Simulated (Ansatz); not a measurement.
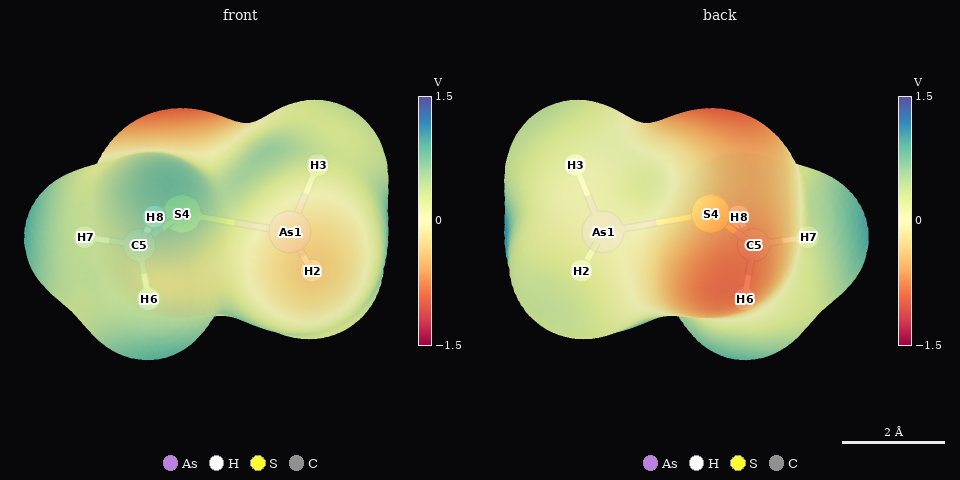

Figure. CH$_{5}$AsS. The molecular electrostatic potential painted on the density surface at 0.002 e/bohr³, seen from the front and from behind; red is negative and blue positive.

Geometry: PBE0-D4/def2-TZVP.

Method: RKS PBE0-D4/def2-TZVP in Ansatz 0.2.0.

Input file:

```
crystal:
  periodic: [false, false, false]
  atoms:
    - {symbol: As, position_ang: [0.773525, 1.525002, 0.085373]}
    - {symbol: H, position_ang: [2.067981, 1.553966, -0.718959]}
    - {symbol: H, position_ang: [0.158004, 2.624216, -0.770091]}
    - {symbol: S, position_ang: [-0.178171, -0.172193, -1.010465]}
    - {symbol: C, position_ang: [-0.627484, -1.209932, 0.402534]}
    - {symbol: H, position_ang: [0.253130, -1.552816, 0.944744]}
    - {symbol: H, position_ang: [-1.142495, -2.077110, -0.013676]}
    - {symbol: H, position_ang: [-1.304491, -0.691122, 1.080540]}
basis:
  gaussian: {orbitals: def2-TZVP, initial_orbitals: start.molden}
hamiltonian: {xc: pbe0, dispersion: d4}
scf: {omitted_lower_state_checks: [starts]}
output: {forces: true, orbitals: {seedname: orbitals}}
```

Command:

```sh
ansatz run in.yaml --threads 4 --pin off --events-out ev --progress --plain --max-ram 3916MiB
```

### Describe the electrostatic potential map.

The most negative region (about −0.9 V) lies over S4, the most positive (about +1.1 V) over As1.
